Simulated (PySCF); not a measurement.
# What a change does: single-point calculation on HBr

System: HBr.
Method of the first run: RKS PBE0-D4/def2-TZVPP, density fitting (PySCF 2.14.0).

The geometry comes from this level: PBE0-D4/def2-TZVP. Text and figures count atoms from 1; the logs count them from 0 in places.

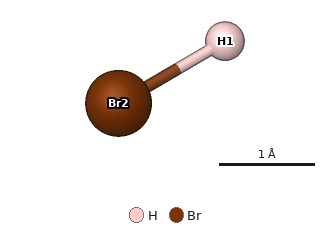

Fig. 1: The structure (ball-and-stick view, seen at an oblique angle; atoms are numbered from 1 in the order of the input).

**Input, the first run**
```python
import json, numpy as np
from pyscf import gto, scf, dft, mp, cc
EV, BOHR = 27.211386245988, 0.529177210903
mol = gto.M(atom="""
H 0.498076 -1.102391 1.886953
Br -0.874253 -1.178959 1.528009
""", basis="def2-tzvpp", charge=0, spin=0, max_memory=8670, verbose=0)
def mean_field(mol, dm=None):
    mf = dft.RKS(mol, xc="pbe0").density_fit()
    mf.conv_tol = 1e-9; mf.grids.level = 4
    mf.kernel(dm0=dm)
    if not mf.converged: mf = mf.newton().run(mf.mo_coeff, mf.mo_occ)
    assert mf.converged
    return mf
def d4(mol):
    from pyscf.dispersion.dftd4 import DFTD4Dispersion
    real = gto.M(atom=[(mol.atom_pure_symbol(i), mol.atom_coord(i)) for i in range(2)], unit='B', charge=mol.charge, spin=None, basis='def2-svp', verbose=0)
    r = DFTD4Dispersion(real, xc="pbe0", atm=True).get_dispersion(grad=True); return r["energy"], r["gradient"]
def energy_and_gradient(mol, dm=None):
    mf = mean_field(mol, dm); e, g = d4(mol)
    return mf, (mf.e_tot + e) * EV, (mf.nuc_grad_method().kernel()[:2] + g) * EV / BOHR
out = {}
mf = mean_field(mol); e = d4(mol)[0]
out.update(energy=(mf.e_tot + e) * EV, converged=True, dispersion=e * EV)
out['s2'] = mf.spin_square()[0]; out['nelec'] = mol.nelec
print(f"Total energy {out['energy']:.6f} eV, <S^2> {out['s2']:.4f}")
json.dump(out, open("out.json", "w"), default=float)
```

Launched with:
```bash
OMP_NUM_THREADS=4 python run.py
```

Hardware: 4 threads of Arm Neoverse V2, 23 GiB of memory available, shared host.

**Output (the first run)**
```
Total energy -70054.601034 eV, <S^2> 0.0000
```

For the second run the input was changed thus:
```diff
-    mf = dft.RKS(mol, xc="pbe0").density_fit()
+    mf = dft.RKS(mol, xc="pbe").density_fit()
-    r = DFTD4Dispersion(real, xc="pbe0", atm=True).get_dispersion(grad=True); return r["energy"], r["gradient"]
+    r = DFTD4Dispersion(real, xc="pbe", atm=True).get_dispersion(grad=True); return r["energy"], r["gradient"]
```

What does this change do to the results?

The total energies belong to different models, so their difference says nothing on which is more stable or more accurate. The functional changes from PBE0 to PBE.

**Output (the second run)**
```
Total energy -70052.144882 eV, <S^2> 0.0000
```

**The two runs side by side**

```csv
quantity,the first run,the second run
outcome,converged,converged
total energy (hartree),−2574.459103,−2574.368841
basis functions,62,62
wall time (shared host),1.2 s,1.2 s
```
